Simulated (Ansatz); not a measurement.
# What NaSbSe3 (model cell, started as cubic perovskite with Sb in the octahedra) distorts into, part 2 of 3

Aim: this structure of NaSbSe3 (model cell, started as cubic perovskite with Sb in the octahedra) is to be tested for unstable modes, and one is followed downhill.

Ansatz 0.2.0; DFT r2SCAN, scalar-relativistic, plane waves, PAW; PAW set soft_1.

So far. Step 4 (The mode frozen in, largest atomic shift 0.6 Å): The run ends at a pressure of 0.41 GPa, with forces up to 0.33 eV/Å. Step 5 (Energy along the mode, all amplitudes (two of the runs …): The lowest of the steps tried is the last one, at 0.6 Å, 49.3 meV/atom below the parent; the bottom of the well need not coincide with a step.

The structure was built from a prototype and need not be the compound's stable phase.

## 6. Relaxation from the frozen mode

Starting from the lowest point found, all atoms and the cell are let go, so that strain and other modes of the same symmetry can join in.

input.yaml reads:

```yaml
crystal:
  lattice:
    - [5.3266782176, 0.0, 0.0]
    - [0.0, 5.3266782176, 0.0]
    - [0.0, 0.0, 5.3266782176]
  atoms:
    - { symbol: Na, position: [0.0, -0.0796489015, -0.0796489015] }
    - { symbol: Sb, position: [0.5, 0.4667083964, 0.4667083964] }
    - { symbol: Se, position: [0.5, 0.5402489894, -0.0059808077] }
    - { symbol: Se, position: [0.5, -0.0059808077, 0.5402489894] }
    - { symbol: Se, position: [0.0, 0.5402489894, 0.5402489894] }
kpoints:
  mp_grid: { grid: [8, 8, 8] }
hamiltonian:
  xc: r2scan
  pseudopotentials: { kind: paw, azcp: { folder: soft_1 } }
scf:
  occupations: { method: methfessel_paxton, width: 0.2 }
output:
  forces: true
  stress: true
  eigenvalues: true
  write_density: true
  write_potential: true
  elf: true
  volumetric_format: npy
relax:
  adjacent_minimum: "off"
  f_tol: 0.002
  max_steps: 120
  cell: { stress_tol: 0.03 }
```

Launch:

```console
> ansatz run input.yaml --threads 8 --pin off --max-ram 16384MiB --backend cpu --events-out ev --progress --plain --runs-dir out
```

Numbers of over 12 decimals in the logs are rounded to 6 here.

The log of the run:

```text
[...]
Crystal: 5 atoms, lattice volume = 151.137 Å³
Basis set: ecut = 500 eV, 3887 PW (Γ), exchange–correlation on 160×160×160 points (64 copies of the dense FFT grid, shifted against one another)
Bands: 44, of which v1, the nominal top of the filled ones, is band 36 counted from 1 (35 counted from 0)
Symmetry: 4 space group operations
[...]
k-points: 105 of 512 (time reversal used)
[...]
SCF iter   1: F=—  HF=-24424.122334 eV  |F-HF|=—  |Δ(HF+E_count)|=         —  Δρ=4.27e-2  dr2=2.70e0  dr2_τ=9.30e-3  ethr=3.10e-3  ⟨swp⟩=7.3  Hψ=18545  notcnv=0
[...]
SCF iter   8: F=-24423.186723 eV  HF=-24423.186723 eV  |F-HF|=6.32e-8  |Δ(HF+E_count)|=   9.67e-8  S|Δr|=    0.00e0  Δρ=4.42e-6  dr2=7.98e-8  dr2_τ=4.38e-10  ethr=1.39e-10  ⟨swp⟩=17.5  Hψ=36020  notcnv=0
SCF 1 converged in 8 iterations: F = -24423.186723 eV  dr2 = 7.98e-8
[...]
relax step   1: F+E_penalty+E_count = -24423.18672320 eV  Δ(F+E_penalty+E_count) = +0.000e0 eV  max|allowed force component| = 2.651e-1 eV/Å  Δτ_max = 0.0000 Å  P = +0.410 GPa  Ω = 151.137 Å³  (8 SCF iters, dr2 threshold 1.00e-7 eV, accepted)
Crystal: 5 atoms, lattice volume = 151.743 Å³
Basis set: ecut = 500 eV, 3865 PW (Γ), exchange–correlation on 160×160×160 points (64 copies of the dense FFT grid, shifted against one another)
[...]
SCF iter   7: F=-24423.308846 eV  HF=-24423.308847 eV  |F-HF|=4.10e-7  |Δ(HF+E_count)|=   1.11e-6  S|Δr|=    0.00e0  Δρ=1.04e-5  dr2=2.37e-7  dr2_τ=7.31e-9  ethr=6.94e-10  ⟨swp⟩=10.6  Hψ=39289  notcnv=0
SCF 2 converged in 7 iterations: F = -24423.308846 eV  dr2 = 2.37e-7
relax step   2: F+E_penalty+E_count = -24423.30884639 eV  Δ(F+E_penalty+E_count) = -1.221e-1 eV  max|allowed force component| = 3.537e-1 eV/Å  Δτ_max = 0.1423 Å  P = -0.350 GPa  Ω = 151.743 Å³  energy of the carried Pulay correction = -4.124e-5 eV  (7 SCF iters, dr2 threshold 5.00e-7 eV, accepted)
Crystal: 5 atoms, lattice volume = 151.182 Å³
Basis set: ecut = 500 eV, 3829 PW (Γ), exchange–correlation on 160×160×160 points (64 copies of the dense FFT grid, shifted against one another)
[...]
SCF iter   8: F=-24423.399644 eV  HF=-24423.399644 eV  |F-HF|=4.30e-8  |Δ(HF+E_count)|=   1.08e-7  S|Δr|=    0.00e0  Δρ=5.32e-6  dr2=6.65e-8  dr2_τ=1.20e-9  ethr=6.94e-10  ⟨swp⟩=11.4  Hψ=42650  notcnv=0
SCF 3 converged in 8 iterations: F = -24423.399644 eV  dr2 = 6.65e-8
  Residual-converged pass: ⟨swp⟩=1.0  Hψ=5040  notcnv=0  max |occ|·‖R‖ = 7.1e-9 eV (tolerance 1.0e-8 eV)  dr2=6.65e-8  dr2_τ=1.20e-9  dr2_onsite=2.13e-8  max |Δocc| = 4.7e-11
relax step   3: F+E_penalty+E_count = -24423.39964433 eV  Δ(F+E_penalty+E_count) = -9.080e-2 eV  max|allowed force component| = 3.714e-1 eV/Å  Δτ_max = 0.1083 Å  P = +0.105 GPa  Ω = 151.182 Å³  energy of the carried Pulay correction = -3.104e-6 eV  (8 SCF iters, dr2 threshold 5.00e-7 eV, accepted)
[... from here on, the SCF cycles and remarks between the steps are left out ...]
relax step   4: F+E_penalty+E_count = -24423.54878170 eV  Δ(F+E_penalty+E_count) = -1.491e-1 eV  max|allowed force component| = 2.113e-1 eV/Å  Δτ_max = 0.1061 Å  P = +0.682 GPa  Ω = 152.174 Å³  energy of the carried Pulay correction = -7.045e-5 eV  (8 SCF iters, dr2 threshold 5.00e-7 eV, accepted)
relax step   5: F+E_penalty+E_count = -24423.70498649 eV  Δ(F+E_penalty+E_count) = -1.562e-1 eV  max|allowed force component| = 1.351e-1 eV/Å  Δτ_max = 0.0678 Å  P = +0.606 GPa  Ω = 155.077 Å³  energy of the carried Pulay correction = -2.652e-4 eV  (8 SCF iters, dr2 threshold 5.00e-7 eV, accepted)
relax step   6: F+E_penalty+E_count = -24423.84270279 eV  Δ(F+E_penalty+E_count) = -1.377e-1 eV  max|allowed force component| = 2.026e-1 eV/Å  Δτ_max = 0.0897 Å  P = +0.632 GPa  Ω = 157.707 Å³  energy of the carried Pulay correction = -4.383e-4 eV  (8 SCF iters, dr2 threshold 5.00e-7 eV, accepted)
relax step   7: F+E_penalty+E_count = -24423.92235496 eV  Δ(F+E_penalty+E_count) = -7.965e-2 eV  max|allowed force component| = 6.464e-1 eV/Å  Δτ_max = 0.1042 Å  P = +0.014 GPa  Ω = 158.193 Å³  energy of the carried Pulay correction = -4.700e-4 eV  (7 SCF iters, dr2 threshold 5.00e-7 eV, accepted)
relax step   8: F+E_penalty+E_count = -24424.06370526 eV  Δ(F+E_penalty+E_count) = -1.414e-1 eV  max|allowed force component| = 2.122e-1 eV/Å  Δτ_max = 0.0764 Å  P = +0.652 GPa  Ω = 159.274 Å³  energy of the carried Pulay correction = -5.402e-4 eV  (7 SCF iters, dr2 threshold 5.00e-7 eV, accepted)
relax step   9: F+E_penalty+E_count = -24424.08438590 eV  Δ(F+E_penalty+E_count) = -2.068e-2 eV  max|allowed force component| = 1.021e-1 eV/Å  Δτ_max = 0.0356 Å  P = +0.067 GPa  Ω = 162.310 Å³  energy of the carried Pulay correction = -7.345e-4 eV  (8 SCF iters, dr2 threshold 5.00e-7 eV, accepted)
relax step  10: F+E_penalty+E_count = -24424.06584901 eV  Δ(F+E_penalty+E_count) = +1.854e-2 eV  max|allowed force component| = 5.138e-1 eV/Å  Δτ_max = 0.0666 Å  P = -0.211 GPa  Ω = 166.657 Å³  energy of the carried Pulay correction = -1.006e-3 eV  (7 SCF iters, dr2 threshold 5.00e-7 eV, rejected (line search))
relax step  11: F+E_penalty+E_count = -24424.09341232 eV  Δ(F+E_penalty+E_count) = -9.026e-3 eV  max|allowed force component| = 4.815e-2 eV/Å  Δτ_max = 0.0291 Å  P = -0.094 GPa  Ω = 163.886 Å³  energy of the carried Pulay correction = -8.340e-4 eV  (11 SCF iters, accepted)
relax step  12: F+E_penalty+E_count = -24424.09517136 eV  Δ(F+E_penalty+E_count) = -1.759e-3 eV  max|allowed force component| = 3.338e-2 eV/Å  Δτ_max = 0.0159 Å  P = +0.061 GPa  Ω = 163.415 Å³  energy of the carried Pulay correction = -8.043e-4 eV  (7 SCF iters, dr2 threshold 1.51e-7 eV, accepted)
relax step  13: F+E_penalty+E_count = -24424.09571443 eV  Δ(F+E_penalty+E_count) = -5.431e-4 eV  max|allowed force component| = 1.064e-2 eV/Å  Δτ_max = 0.0170 Å  P = -0.033 GPa  Ω = 163.718 Å³  energy of the carried Pulay correction = -8.234e-4 eV  (8 SCF iters, dr2 threshold 6.97e-8 eV, accepted)
relax step  14: F+E_penalty+E_count = -24424.09590379 eV  Δ(F+E_penalty+E_count) = -1.894e-4 eV  max|allowed force component| = 2.591e-3 eV/Å  Δτ_max = 0.0058 Å  P = -0.006 GPa  Ω = 163.302 Å³  energy of the carried Pulay correction = -7.972e-4 eV  (7 SCF iters, dr2 threshold 1.59e-8 eV, accepted)
relax step  15: F+E_penalty+E_count = -24424.09592532 eV  Δ(F+E_penalty+E_count) = -2.153e-5 eV  max|allowed force component| = 1.182e-3 eV/Å  Δτ_max = 0.0024 Å  P = +0.001 GPa  Ω = 163.212 Å³  energy of the carried Pulay correction = -7.915e-4 eV  (8 SCF iters, dr2 threshold 4.20e-10 eV, accepted)
relax step  16: F+E_penalty+E_count = -24424.13782843 eV  Δ(F+E_penalty+E_count) = -4.190e-2 eV  max|allowed force component| = 3.020e-3 eV/Å  Δτ_max = 0.0000 Å  P = +0.343 GPa  Ω = 163.212 Å³  stress off target by 9.61e-1 GPa  SCF on the basis re-selected at this cell (its energy is not comparable with the rows above)  (11 SCF iters)
relax step  17: F+E_penalty+E_count = -24424.15241246 eV  Δ(F+E_penalty+E_count) = -1.458e-2 eV  max|allowed force component| = 2.334e-2 eV/Å  Δτ_max = 0.0269 Å  P = +0.265 GPa  Ω = 164.984 Å³  energy of the carried Pulay correction = -1.144e-4 eV  (7 SCF iters, dr2 threshold 5.00e-7 eV, accepted)
relax step  18: F+E_penalty+E_count = -24424.16636986 eV  Δ(F+E_penalty+E_count) = -1.396e-2 eV  max|allowed force component| = 8.583e-2 eV/Å  Δτ_max = 0.0174 Å  P = -0.071 GPa  Ω = 168.003 Å³  energy of the carried Pulay correction = -3.187e-4 eV  (7 SCF iters, dr2 threshold 5.00e-7 eV, accepted)
relax step  19: F+E_penalty+E_count = -24424.17285123 eV  Δ(F+E_penalty+E_count) = -6.481e-3 eV  max|allowed force component| = 3.626e-2 eV/Å  Δτ_max = 0.0368 Å  P = +0.086 GPa  Ω = 170.800 Å³  energy of the carried Pulay correction = -5.239e-4 eV  (7 SCF iters, dr2 threshold 4.60e-7 eV, accepted)
relax step  20: F+E_penalty+E_count = -24424.17325958 eV  Δ(F+E_penalty+E_count) = -4.083e-4 eV  max|allowed force component| = 8.537e-3 eV/Å  Δτ_max = 0.0065 Å  P = +0.015 GPa  Ω = 172.044 Å³  energy of the carried Pulay correction = -6.199e-4 eV  (7 SCF iters, dr2 threshold 8.22e-8 eV, accepted)
relax step  21: F+E_penalty+E_count = -24424.17326499 eV  Δ(F+E_penalty+E_count) = -5.414e-6 eV  max|allowed force component| = 8.505e-3 eV/Å  Δτ_max = 0.0035 Å  P = +0.001 GPa  Ω = 172.278 Å³  energy of the carried Pulay correction = -6.379e-4 eV  (7 SCF iters, dr2 threshold 4.55e-9 eV, accepted)
relax step  22: F+E_penalty+E_count = -24424.17327812 eV  Δ(F+E_penalty+E_count) = -1.313e-5 eV  max|allowed force component| = 1.481e-3 eV/Å  Δτ_max = 0.0019 Å  P = -0.002 GPa  Ω = 172.272 Å³  energy of the carried Pulay correction = -6.375e-4 eV  (6 SCF iters, dr2 threshold 4.52e-9 eV, accepted)
Basis set: ecut = 500 eV, 4361 PW (Γ), exchange–correlation on 120×200×200 points (64 copies of the dense FFT grid, shifted against one another)
[...]
SCF iter  10: F=-24424.174177 eV  HF=-24424.174177 eV  |F-HF|=2.55e-11  |Δ(HF+E_count)|=  5.82e-11  S|Δr|=    0.00e0  Δρ=5.00e-8  dr2=9.47e-13  dr2_τ=2.28e-12  ethr=1.00e-12  ⟨swp⟩=6.7  Hψ=20053  notcnv=0
SCF 23 converged in 10 iterations: F = -24424.174177 eV  dr2 = 9.47e-13
relax step  23: F+E_penalty+E_count = -24424.17417739 eV  Δ(F+E_penalty+E_count) = -8.993e-4 eV  max|allowed force component| = 1.530e-3 eV/Å  Δτ_max = 0.0000 Å  P = -0.002 GPa  Ω = 172.272 Å³  stress off target by 9.50e-3 GPa  SCF on the basis re-selected at this cell (its energy is not comparable with the rows above)  (10 SCF iters)
[...]
SCF converged after 10 iterations
[...]
Free energy (F): -24424.174177 eV
[...]
Internal energy: -24424.176671 eV  (E = F + TS)
E sigma→0 (E₀):  -24424.174801 eV
Entropy (-TS):   0.002494 eV (0.499 meV/atom)
Fermi energy:    3.576219 eV
Step filling:    the computed levels leave a gap of 0.0014 eV = 0.0 smearing widths at the electron count; against every level under it full and every level over it empty, smearing changes F+E_penalty+E_count by +0.055 meV and its σ→0 estimate by -0.568 meV
[...]
--- Forces (eV/Å), atoms counted from 1 ---
  atom   1  Na     0.00000000     0.00016440     0.00016440
  atom   2  Sb     0.00000000    -0.00153252    -0.00153252
  atom   3  Se    -0.00000000     0.00044056     0.00008371
  atom   4  Se     0.00000000     0.00008371     0.00044056
  atom   5  Se    -0.00000000     0.00082972     0.00082972
  max |Σ_I F_I| component: 1.41e-5 eV/Å
--- Stress (GPa, compression-positive) ---
       -0.009498       0.000000      -0.000000
        0.000000       0.002448       0.003413
       -0.000000       0.003413       0.002448
  P = ⅓ Tr σ = -0.0015 GPa (-0.015 kbar)
--- Band table (eV; the first three rows and the last of 105) ---
  k-point 0: bands = [... 32 lower, 2.5926, 3.2495, 3.2808, 3.2991, 3.5293, 5.8781, 6.6382, 6.6838, ... 4 higher]
  k-point 1: bands = [... 32 lower, 2.5045, 3.1847, 3.2658, 3.4978, 3.5273, 6.0563, 6.7142, 6.8110, ... 4 higher]
  k-point 2: bands = [... 32 lower, 2.3251, 3.0662, 3.2144, 3.4425, 3.8498, 6.4799, 6.8954, 7.1619, ... 4 higher]
  k-point 104: bands = [... 32 lower, 2.3631, 2.3757, 2.8828, 3.1864, 3.7888, 5.6185, 7.0558, 8.1803, ... 4 higher]
--- Relaxed structure (21 steps of the walk, 20 accepted, 2 SCFs on fresh bases) ---
  F+E_penalty+E_count = -24424.17417739 eV   max|allowed force component| = 1.530e-3 eV/Å   (the final SCF, on the basis selected at the relaxed cell)
  cell:  # Å, volume = 172.2718 Å³
    - [4.017333, 0, 0]
    - [0, 6.652393, 1.171407]
    - [0, 1.171407, 6.652393]
  atoms:
    - { symbol: Na, position: [0, -0.097364, -0.097364] }
    - { symbol: Sb, position: [0.5, 0.409698, 0.409698] }
    - { symbol: Se, position: [0.5, 0.557988, 0.028389] }
    - { symbol: Se, position: [0.5, 0.028389, 0.557988] }
    - { symbol: Se, position: [0, 0.562865, 0.562865] }
```

Wall time 8.4 min (8 threads of Arm Neoverse V2, shared host); peak memory 1.5 GiB.

Step by step (22 of 23):

| step | energy less that of the first step (eV) | largest force component (eV/Å) | pressure (GPa) | volume (Å³) |
| --- | --- | --- | --- | --- |
| 1 | 0.0000 | 0.2651 | 0.41 | 151.14 |
| 2 | -0.1221 | 0.3537 | -0.35 | 151.74 |
| 3 | -0.2129 | 0.3714 | 0.11 | 151.18 |
| 4 | -0.3621 | 0.2113 | 0.68 | 152.17 |
| 5 | -0.5183 | 0.1351 | 0.61 | 155.08 |
| 6 | -0.6560 | 0.2026 | 0.63 | 157.71 |
| 7 | -0.7356 | 0.6464 | 0.01 | 158.19 |
| 8 | -0.8770 | 0.2122 | 0.65 | 159.27 |
| 9 | -0.8977 | 0.1021 | 0.07 | 162.31 |
| 10 | -0.8791 | 0.5138 | -0.21 | 166.66 |
| 11 | -0.9067 | 0.0481 | -0.09 | 163.89 |
| 13 | -0.9090 | 0.0106 | -0.03 | 163.72 |
| 14 | -0.9092 | 0.0026 | -0.01 | 163.30 |
| 15 | -0.9092 | 0.0012 | 0.00 | 163.21 |
| 16* | -0.9511 | 0.0030 | 0.34 | 163.21 |
| 17 | -0.9657 | 0.0233 | 0.27 | 164.98 |
| 18 | -0.9796 | 0.0858 | -0.07 | 168.00 |
| 19 | -0.9861 | 0.0363 | 0.09 | 170.80 |
| 20 | -0.9865 | 0.0085 | 0.01 | 172.04 |
| 21 | -0.9865 | 0.0085 | 0.00 | 172.28 |
| 22 | -0.9866 | 0.0015 | 0.00 | 172.27 |
| 23* | -0.9875 | 0.0015 | 0.00 | 172.27 |

Relaxation steps marked * repeat the geometry before them on a plane-wave basis chosen anew for their cell, so energy and pressure can jump there. Other such steps can lie between the rows shown. Relaxation step 10 was tried and not accepted.

The run keeps the 4 symmetry operations that it works with, so distortions that break them were not tested.

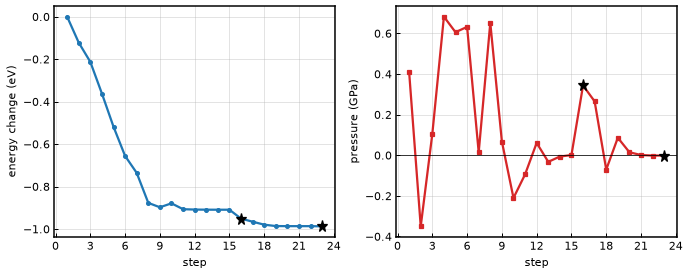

Energy and pressure along the relaxation. Stars mark steps on a basis chosen anew.

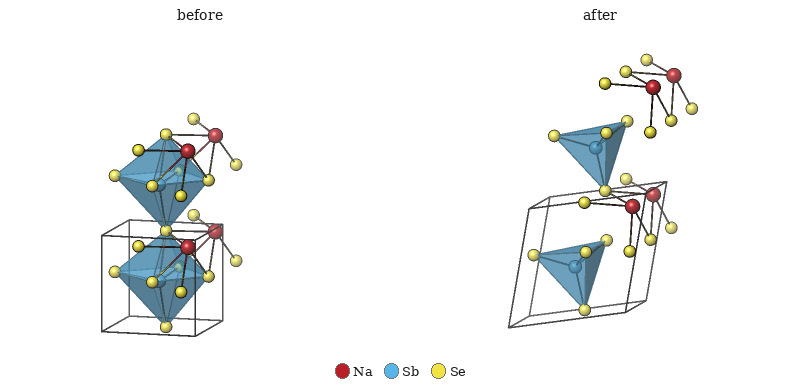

Before and after, at one scale.

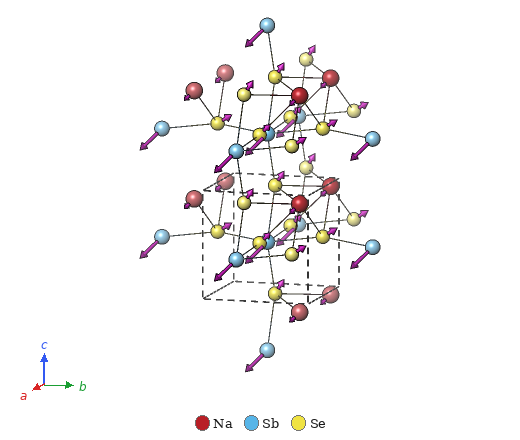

Displacements in the relaxation, exaggerated, measured against the changing cell; the longest in the cell stands for 0.63 Å. 1×1×2 cells are drawn. Some periodic images of atoms are drawn too.

| cell as run | before | after | change |
| --- | --- | --- | --- |
| a (Å) | 5.327 | 4.017 | -24.6 % |
| b (Å) | 5.327 | 6.755 | +26.8 % |
| c (Å) | 5.327 | 6.755 | +26.8 % |
| α (°) | 90.00 | 70.03 | -22.2 % |
| volume (Å³/atom) | 30.23 | 34.45 | +14.0 % |

The atoms that moved most (Å, as changes of fractional coordinates times the final cell):

| atom | dx | dy | dz | length |
| --- | --- | --- | --- | --- |
| Sb2 | 0.000 | -0.446 | -0.446 | 0.631 |
| Se3 | 0.000 | 0.158 | 0.249 | 0.295 |
| Se4 | 0.000 | 0.249 | 0.158 | 0.295 |
| Se5 | 0.000 | 0.177 | 0.177 | 0.250 |
| Na1 | 0.000 | -0.139 | -0.139 | 0.196 |

Final coordinates:

```xyz
5
Lattice="4.0173 0.0000 0.0000 0.0000 6.6524 1.1714 0.0000 1.1714 6.6524" Properties=species:S:1:pos:R:3 pbc="T T T"
Na    0.0000   -0.7618   -0.7618
Sb    2.0087    3.2054    3.2054
Se    2.0087    3.7452    0.8425
Se    2.0087    0.8425    3.7452
Se    0.0000    4.4037    4.4037
```

This step gave:

| Quantity | Value |
| --- | --- |
| pressure | -0.001534 GPa |
| volume per atom | 34.45 Å³ |

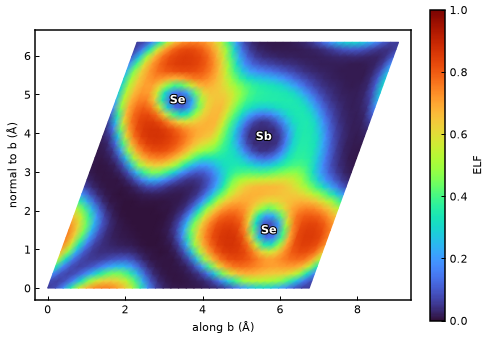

ELF in the bc plane at fractional x = 0.500, with atoms of Sb and Se within 0.2 Å of it. It is the smooth field of the valence electrons, not physical close to the nuclei. The map starts off the cell's origin, so that atoms lie inside it.

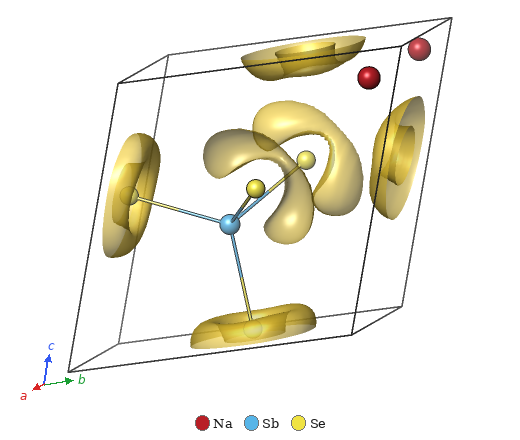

Surface of ELF = 0.81. Bonds to atoms that aren't drawn are left out.

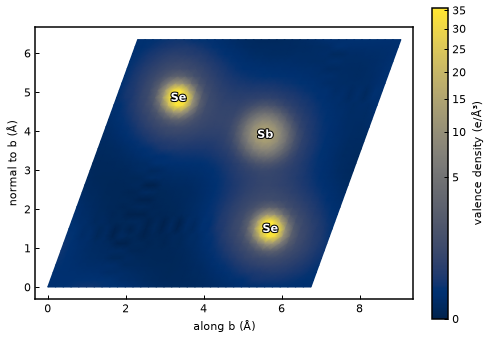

Valence density in the bc plane at fractional x = 0.500, with atoms of Sb and Se within 0.2 Å of it. It is the smooth field of the valence electrons, not physical close to the nuclei. The map starts off the cell's origin, so that atoms lie inside it. The colour scale is stretched toward low values.

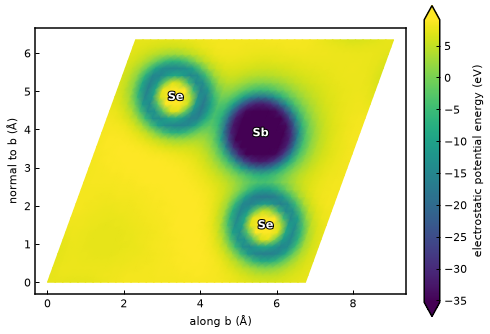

Electrostatic potential energy in the bc plane at fractional x = 0.500, with atoms of Sb and Se within 0.2 Å of it. With pseudopotentials it is smooth inside the atoms' cores, unlike the true potential. The map starts off the cell's origin, so that atoms lie inside it.

The distorted start has space group Amm2; the relaxation ends in Amm2.

## 7. The new phase in its own primitive cell

The relaxed structure is symmetrised, reduced to its primitive cell and relaxed tightly, as its phonons need.

input.yaml reads:

```yaml
crystal:
  lattice:
    - [4.0173328535, 0.0, 0.0]
    - [0.0, 3.8756421776, 5.5322619244]
    - [0.0, -3.8756421776, 5.5322619244]
  atoms:
    - { symbol: Na, position: [0.0, 0.9026361834, 0.9026361834] }
    - { symbol: Sb, position: [0.5, 0.4096982362, 0.4096982362] }
    - { symbol: Se, position: [0.5, 0.5579880972, 0.0283894715] }
    - { symbol: Se, position: [0.5, 0.0283894715, 0.5579880972] }
    - { symbol: Se, position: [0.0, 0.5628646777, 0.5628646777] }
kpoints:
  mp_grid: { grid: [10, 6, 6] }
hamiltonian:
  xc: r2scan
  pseudopotentials: { kind: paw, azcp: { folder: soft_1 } }
scf:
  occupations: { method: methfessel_paxton, width: 0.2 }
output:
  forces: true
  stress: true
  eigenvalues: true
relax:
  adjacent_minimum: "off"
  f_tol: 0.001
  max_steps: 60
  cell: { stress_tol: 0.01 }
```

The log of the run:

```text
[...]
Crystal: 5 atoms, lattice volume = 172.272 Å³
Basis set: ecut = 500 eV, 4361 PW (Γ), exchange–correlation on 120×200×200 points (64 copies of the dense FFT grid, shifted against one another)
Bands: 44, of which v1, the nominal top of the filled ones, is band 36 counted from 1 (35 counted from 0)
Symmetry: 4 space group operations
[...]
cell:  # Å, volume = 172.2502 Å³
    - [4.015515, 0.0, 0.0]
    - [0.0, 3.876212, 5.533260]
    - [0.0, -3.876212, 5.533260]
  atoms:
    - { symbol: Na, position: [0, 0.902697, 0.902697] }
    - { symbol: Sb, position: [0.5, 0.409550, 0.409550] }
    - { symbol: Se, position: [0.5, 0.558029, 0.028449] }
    - { symbol: Se, position: [0.5, 0.028449, 0.558029] }
    - { symbol: Se, position: [0, 0.562852, 0.562852] }
[key lines of the parts left out:]
SCF converged after 7 iterations
Free energy (F): -24424.173686 eV
Fermi energy:    3.578071 eV
P = ⅓ Tr σ = -0.0007 GPa (-0.007 kbar)
```

It took 48 s on 8 threads; peak memory 1.3 GiB.

Little changed from the start: no atom moved by 0.005 Å and no cell edge by 0.1 %.

Numbers from this step:

```yaml
pressure: -7.50e-4 GPa
```

The largest force component left is 0.66 meV/Å and the pressure is -0.001 GPa, within the tolerances set. The cell now holds 34.45 Å³/atom.

(Continued in part 3 of 3.)

[Logs are printed without paths, hosts, clocks, repeated set-up lines and the standing remarks that a program may print on its own settings, such as how far it seeks lower states.]

[Hosts, paths, dates, database ids (printed as entryN), source tags and the programs' standing remarks are cut or masked in the printed files.]
